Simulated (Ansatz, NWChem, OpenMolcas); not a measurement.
## F2 (fluorine): methods side by side

The species is F2 (2 atoms), meant as a singlet with charge 0. SMILES: `FF`. The coordinates come from a PBE0-D4/def2-TZVP relaxation.

```xyz
2

F    -0.5839    0.2124   -0.2950
F     0.5839   -0.2124    0.2950
```

Quantity: the atomisation enthalpy at 298 K, in kJ/mol. The values are calculated. The thermal term (zero-point and 298 K enthalpy, harmonic and unscaled) is that of PBE0/aug-cc-pVTZ; the spin-orbit lowering of the free atoms at 298 K, 2.6 kJ/mol by their spectra, is taken off.

**The experiment to reproduce.** Active Thermochemical Tables gives the atomisation enthalpy at 298 K of the gas as 159 kJ/mol.

| level | kind | program | value (kJ/mol) | computed − measured | CPU time (all runs) |
| --- | --- | --- | --- | --- | --- |
| HF/cc-pVTZ | Hartree–Fock | OpenMolcas | -150 | -309 | 5.2 s |
| PBE/cc-pVTZ | GGA | NWChem | 219 | +60 | 6.6 s |
| r2SCAN/cc-pVTZ | meta-GGA | OpenMolcas | 160 | +1 | 16 s |
| wB97M-V/cc-pVTZ | range-separated hybrid | Ansatz | 157 | -2 | 6.6 s |
| wB97X/cc-pVTZ | range-separated hybrid | NWChem | 150 | -9 | 17 s |
| B2PLYP/cc-pVTZ | double hybrid | NWChem | 144 | -15 | 5.9 s |
| RPA@PBE/cc-pVTZ | RPA | Ansatz | 102 | -57 | 2.2 s |
| MP3/cc-pVTZ | perturbation theory | NWChem | 104 | -55 | 7.3 s |
| FCI/STO-3G | exact in the basis | Ansatz | 197 | +38 | 0.07 s |

Nearest: r2SCAN/cc-pVTZ (+1 kJ/mol), wB97M-V/cc-pVTZ (-2 kJ/mol); farthest: HF/cc-pVTZ (-309 kJ/mol). Computed less measured by kind, in kJ/mol (of the ab initio rows, those in cc-pVTZ): Hartree–Fock -309; GGA +60; meta-GGA +1; range-separated hybrid -9 to -2; double hybrid -15; RPA -57; perturbation theory -55. Wave-function methods converge slowly with the basis and bind too weakly in sets of this size; that is part of their error here. High-level rows in very small sets aren't better than simpler rows in larger ones. In so small a basis fixed costs decide the times, and correlated methods can beat functionals. Times are those of the runs behind each value, whatever else they computed, on shared processors of several kinds: orders of magnitude only.

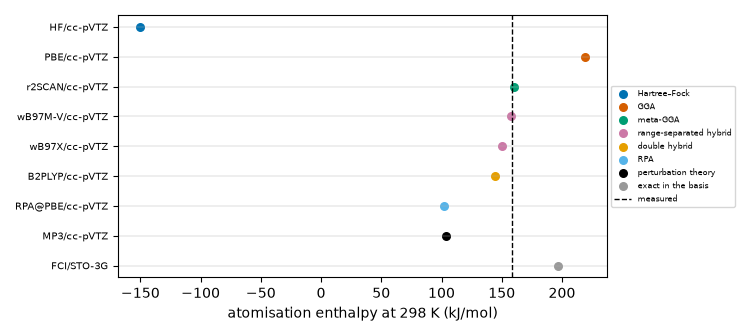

The values of the table, level by level.
